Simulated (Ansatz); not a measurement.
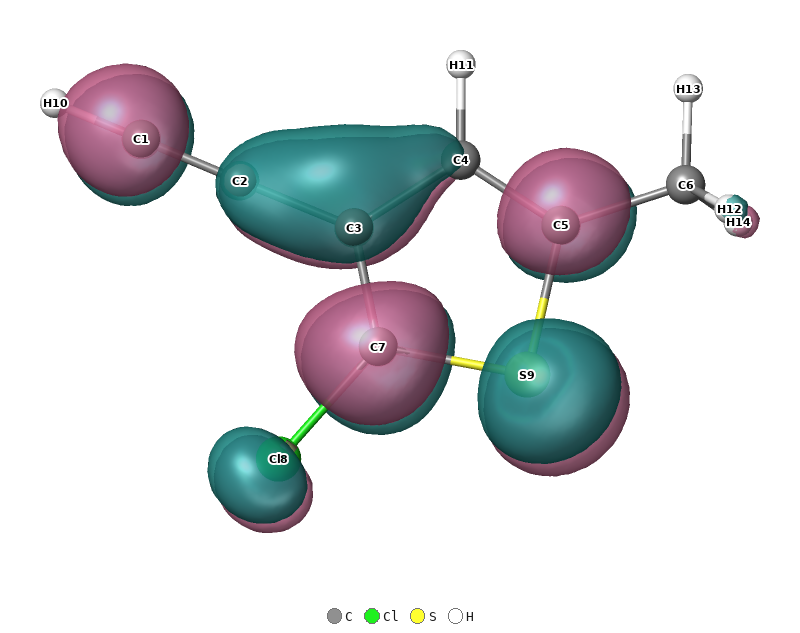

*C$_{7}$H$_{5}$ClS (SMILES C#Cc1cc(C)sc1Cl). The LUMO at ±0.1 Å⁻³ᐟ² (teal and pink are the two phases), seen across its widest extent.*

Geometry: r2SCAN-D4/def2-SVP.

These are results of isolated molecule in a Gaussian basis; Kohn-Sham density functional theory, functional PBE0 in Ansatz, not measurements.

```xyz
14

C     1.3176   -0.8648    3.2859
C     1.0684   -0.7454    2.0998
C     0.7721   -0.5988    0.7219
C    -0.1644    0.3467    0.1761
C    -0.2816    0.3011   -1.1896
C    -1.1488    1.1263   -2.0813
C     1.3542   -1.3569   -0.2864
Cl    2.5190   -2.5940   -0.0951
S     0.7701   -0.9221   -1.8567
H     1.5391   -0.9722    4.3314
H    -0.7309    1.0394    0.8018
H    -0.5581    1.7036   -2.8114
H    -1.7260    1.8383   -1.4742
H    -1.8629    0.5076   -2.6492
```

**Where does this orbital lie, and at what energy?**

It lies mainly on C7 (about 25 %), S9 (about 20 %), C3 (about 15 %), C1 (about 10 %), C5 (about 10 %) and Cl8 (about 5 %). Its energy is −1.26 eV.
